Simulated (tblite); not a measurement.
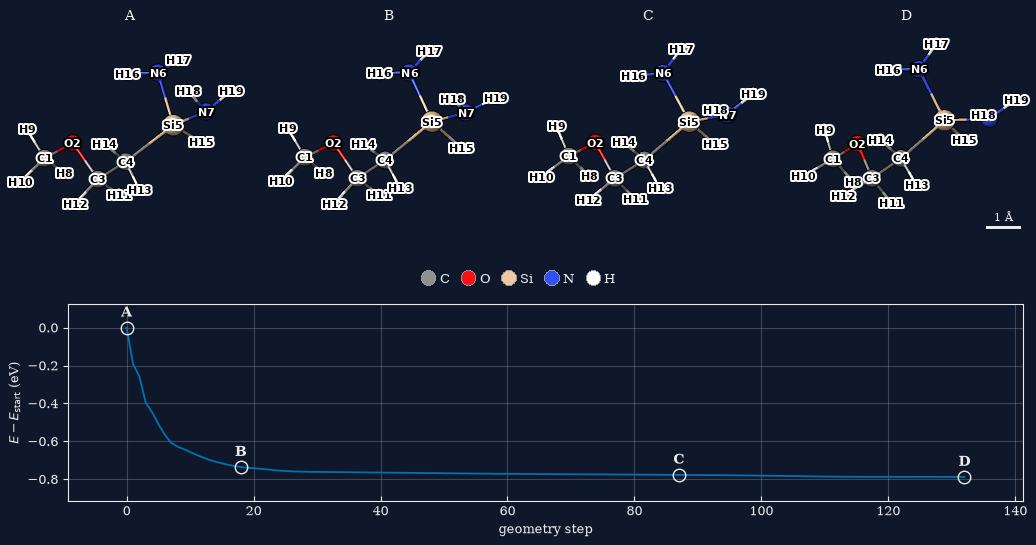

Frames of a relaxation of C$_{3}$H$_{12}$N$_{2}$OSi, marked on the history of the run. The picture is a ball-and-stick view, seen from a free direction.

Computed with GFN2-xTB geometry optimisation, gas phase in tblite. 

> What happens along the run?

The energy falls by 0.788 eV in 132 geometry steps. The largest move after the best rigid fit is that of H18, 0.89 Å. Largest moves by element: H 0.89 Å, N 0.49 Å, C 0.37 Å, Si 0.28 Å, O 0.25 Å. Some distances before and after: Si5–N6 1.681 → 1.730 Å, C4–Si5 1.862 → 1.899 Å, C1–O2 1.433 → 1.401 Å, C3–C4 1.533 → 1.515 Å. Among the angles between lasting bonds that change: N6–Si5–N7 95.6° → 113.1°, Si5–N7–H18 106.8° → 118.0°, Si5–N6–H17 108.9° → 118.9°. Groups turn about Si5–N6 by about 25°. The run took 0.9 s on 1 thread of Arm Neoverse V1, on a shared host. From step 0 to 18: N and H atoms move most (0.38 Å), energy −0.736 eV. From step 18 to 87: H9 moves most (0.35 Å), energy −0.041 eV. From step 87 to 132: H9 moves most (0.39 Å), energy −0.011 eV.

```
step  E − E(0), eV
   0        0.0000
   1       -0.1908
   2       -0.2583
   3       -0.3961
   4       -0.4460
   5       -0.5089
   6       -0.5649
   7       -0.6075
   8       -0.6277
   9       -0.6411
  10       -0.6564
  16       -0.7236
  23       -0.7513
  29       -0.7609
  36       -0.7639
  42       -0.7660
  49       -0.7680
  55       -0.7702
  61       -0.7721
  68       -0.7735
  74       -0.7744
  81       -0.7755
  87       -0.7767
  93       -0.7782
 100       -0.7810
 106       -0.7839
 113       -0.7868
 119       -0.7874
 126       -0.7877
 132       -0.7880
```
